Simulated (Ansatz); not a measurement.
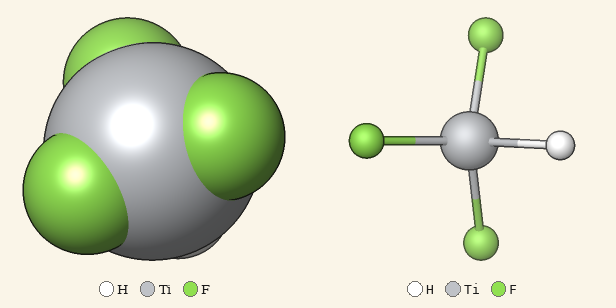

Both panels show the same species.

Charge 0, singlet.

> Give the formula.

F₃HTi, 5 atoms: 3 fluorine, 1 hydrogen and 1 titanium.

> Give the symmetry (Schoenflies symbol).

C3v.

> Count the bonded pairs by element.

3 F–Ti, 1 Ti–H. Sticks follow a distance rule.

The parts below concern this one geometry. Atoms keep their numbers from picture to picture. The computed structure is the end point of a PBE0-D4/def2-TZVP optimisation.

## Geometry

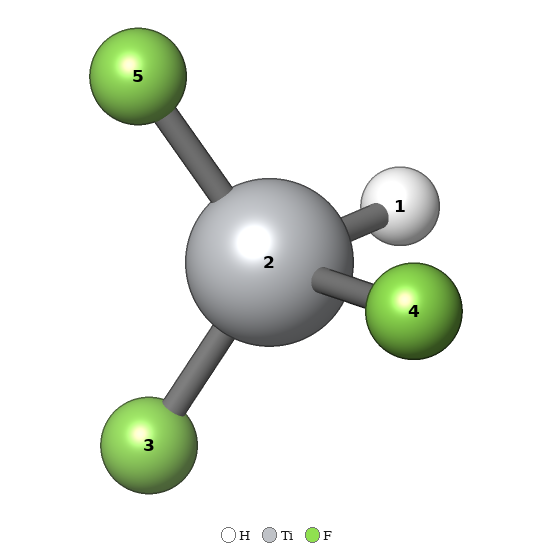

> Describe the coordination of atom 2.

Ti2 has 4 neighbours (H1 at 1.67, F3 at 1.74, F4 at 1.74, F5 at 1.74 Å); the arrangement is tetrahedral.

## Vibrations

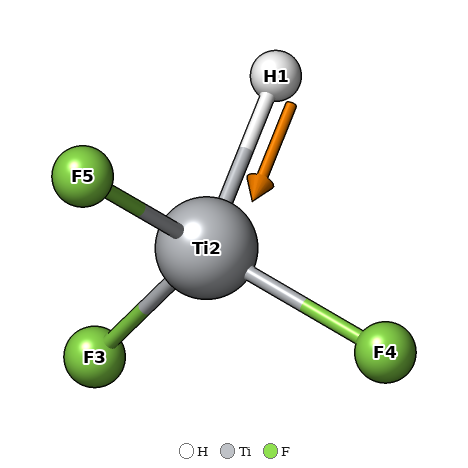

The arrows show one normal mode. Harmonic vibrations computed with RKS PBE0-D4/def2-TZVP (Ansatz 0.2.0) at a stationary point of the same level.

> Describe the motion.

Mostly Ti–H stretching.

> Estimate its harmonic wavenumber.

1841 cm⁻¹; it is mode 9 of 9 counted from the lowest.

## Thermal motion

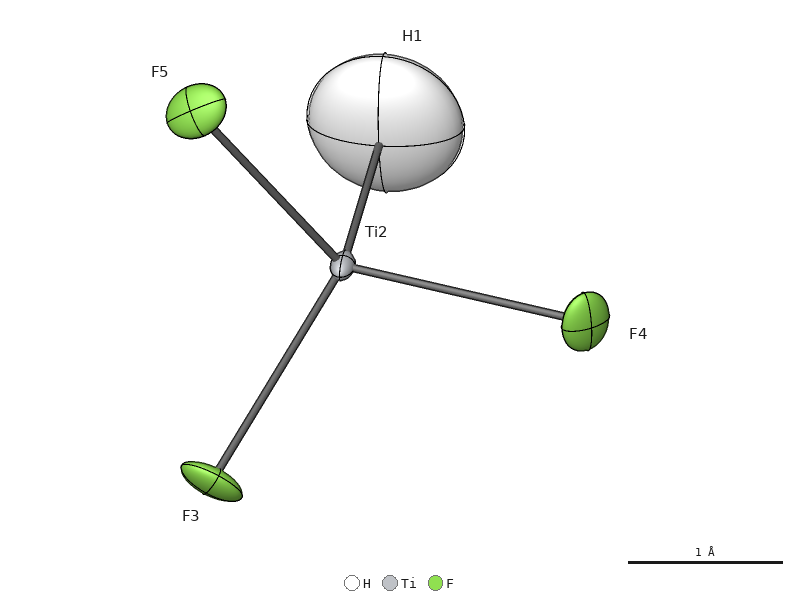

Displacement ellipsoids at the 50 % level, enlarged 1.5 times, from the internal vibrations of the free molecule (harmonic, no overall translation or rotation; no half-axis is drawn under 0.075 Å). Vibrations computed with RKS PBE0-D4/def2-TZVP (Ansatz 0.2.0). Temperature: 600 K.

> Which atom moves most?

H1, with U_eq = 0.0374 Å².

> Does H1 move more along its bond or across it?

Across it: the root-mean-square amplitude is 0.116 Å along the bond and up to 0.222 Å across, since bending and torsion are softer than stretching.

List U_eq and the three principal root-mean-square amplitudes for each kind of atom.

```csv
atom,U_eq (Å²),rms amplitudes (Å)
H1,0.0374,"0.116, 0.222, 0.222"
Ti2,0.0019,"0.035, 0.035, 0.058"
"F3, F4, F5",0.0053,"0.037, 0.073, 0.096"
```

## Charges

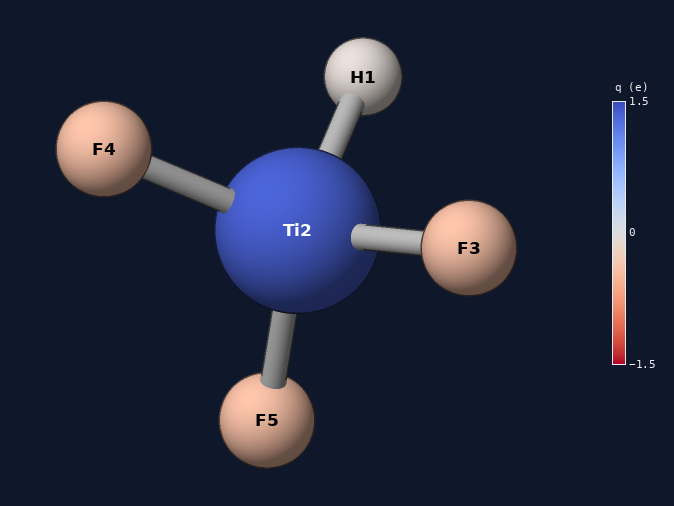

Atoms are coloured by their Mulliken charges. Properties computed with RKS PBE0-D4/def2-TZVP (Ansatz 0.2.0).

List the Mulliken charges.

```tsv
atom	value (e)
H1	−0.06
Ti2	1.36
F3	−0.43
F4	−0.43
F5	−0.43
```

Mulliken values depend strongly on the basis set and can even reverse the polarity of a bond.
